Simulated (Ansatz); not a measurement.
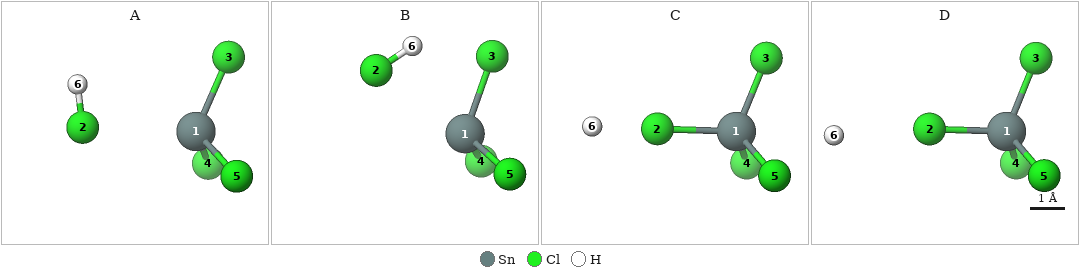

4 geometries from a converged minimum-energy path of SnHCl4 (multiplicity 2), made up at the start of SnCl$_{4}$ and H, shuffled. A ball-and-stick model, seen at a tilt.

Computed with Ansatz, UKS B3LYP-D4/def2-SVP. Set-up: 5 movable images; climbing image; force threshold 0.05 eV/Å; iteration limit 60; starting path through a guess of the saddle point.

Q: One of them is the converged climbing image. Which?

A: C. In order along the path, whose images run from 0 to 6: D (image 0, 0.00 eV), C (image 2, +0.07 eV), A (image 4, −1.31 eV), B (image 6, −1.44 eV). Breaking: Sn1–Cl2 (2.34 → 2.40 at the top → 3.32 Å). Forming: Cl2–H6 (2.90 → 1.98 at the top → 1.30 Å).

Limits of the set-up: the start holds two separate molecules, 2.9 Å apart at their closest, whose relative position is a soft coordinate.

Cost: 5.6 min on 4 threads of Arm Neoverse V2, with other jobs on the host, peak memory 0.43 GiB.
